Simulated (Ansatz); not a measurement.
Consider B7I.

```
CELL_PARAMETERS angstrom
5.38773 0.00000 0.00000
0.00000 5.38773 0.00000
0.00000 0.00000 5.38773
ATOMIC_POSITIONS crystal
B 0.25000 0.25000 0.25000
B 0.75000 0.75000 0.75000
B 0.25000 0.25000 0.75000
B 0.75000 0.75000 0.25000
B 0.25000 0.75000 0.25000
B 0.75000 0.25000 0.75000
B 0.75000 0.25000 0.25000
B 0.25000 0.75000 0.75000
B 0.50000 0.00000 0.00000
B 0.00000 0.50000 0.50000
B 0.00000 0.50000 0.00000
B 0.50000 0.00000 0.50000
B 0.00000 0.00000 0.50000
B 0.50000 0.50000 0.00000
I 0.00000 0.00000 0.00000
I 0.50000 0.50000 0.50000
```

Space group Im-3m; a structure generated by program, which may or may not match a known phase.

The calculation used Ansatz 0.2.0, DFT PBE, scalar-relativistic, plane waves, PAW.

Question: What will maps of the valence pseudo-density and electron localisation function show?

Answer: B–I (2.33 Å): ρ is about 0.58 e/Å³ halfway; the ELF peaks at about 0.75 in the valence shell of B, 0.7 Å from its nucleus, and drops to about 0.55 between the two atoms.

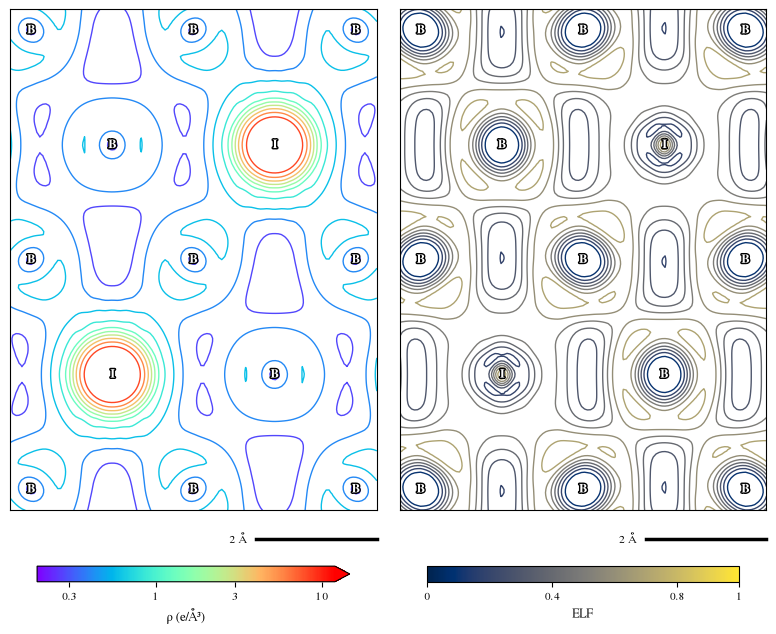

Computed valence pseudo-density and electron localisation function on the (110) plane of the conventional cell, in this order. 

In a PAW calculation such maps are meaningful between the atoms, not at the nuclei.
